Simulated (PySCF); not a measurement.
C10H6N2S, SMILES N#Cc1ccsc1-c1ccccn1 at its GFN2-xTB optimised geometry (Å):

```
19

N      3.5224    -0.4318     0.0001
C      2.5569     0.1895    -0.0001
C      1.4139     1.0042     0.0000
C      1.5145     2.4218    -0.0001
C      0.2992     3.0228    -0.0001
S     -1.0004     1.8971     0.0000
C      0.1017     0.5665     0.0000
C     -0.4738    -0.7592     0.0000
C      0.2757    -1.9385     0.0000
C     -0.4021    -3.1447     0.0000
C     -1.7888    -3.1447     0.0000
C     -2.4420    -1.9192     0.0000
N     -1.8094    -0.7662     0.0000
H      2.4558     2.9418    -0.0001
H      0.0904     4.0742    -0.0001
H      1.3527    -1.9076     0.0000
H      0.1481    -4.0742     0.0000
H     -2.3480    -4.0668     0.0000
H     -3.5224    -1.8572     0.0000
```

Method: PBE0/def2-SVP run with PySCF. Cells within 0.4 Å of a nucleus heavier than hydrogen are left out (blank, or x).

Map of the electron localisation function on the plane z = 0.0 Å:

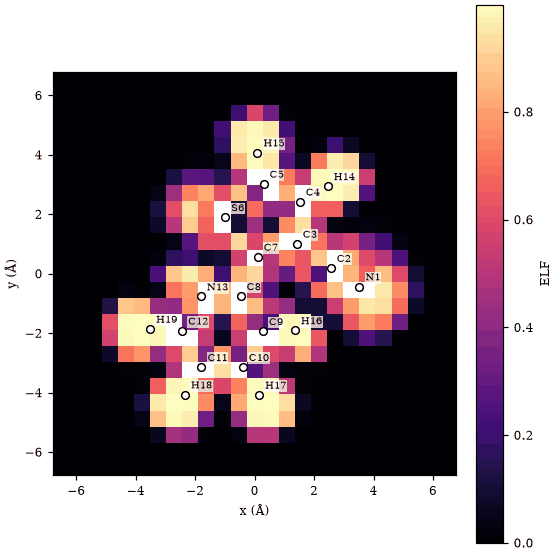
*Electron localisation function on the plane z = 0.0 Å.*
